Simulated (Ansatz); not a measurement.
# Direct or indirect: LiCl (Fm-3m)

```yaml
crystal:
  lattice:
    - [0.00000, 2.56477, 2.56477]
    - [2.56477, 0.00000, 2.56477]
    - [2.56477, 2.56477, 0.00000]
  atoms:
    - { symbol: Cl, position: [0.50000, 0.50000, 0.50000] }
    - { symbol: Li, position: [0.00000, 0.00000, 0.00000] }
```

Method: Ansatz, PBE, independent particles, without spin-orbit coupling, line width 0.15 eV (Gaussian). The band structure gives a fundamental gap of 6.32 eV. The spectrum of vertical transitions near the edge:

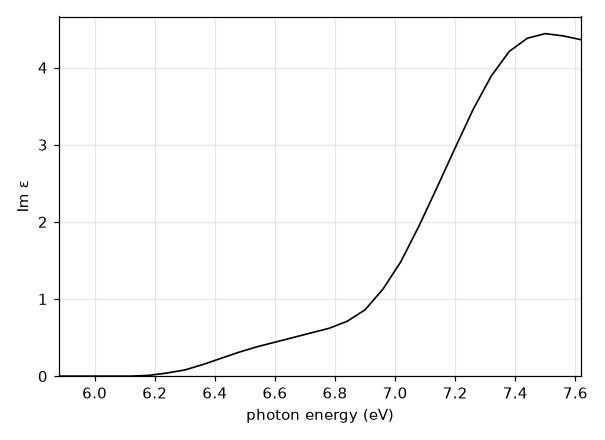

Is the gap direct or indirect, and about where do vertical transitions set in?

Direct: the band path has its least direct gap at the fundamental one, 6.33 eV, and the curves rise from there. Lines are broadened by 0.15 eV, which spreads the edge.

[Logs are printed without paths, hosts, clocks, repeated set-up lines and the standing remarks that a program may print on its own settings, such as how far it seeks lower states.]
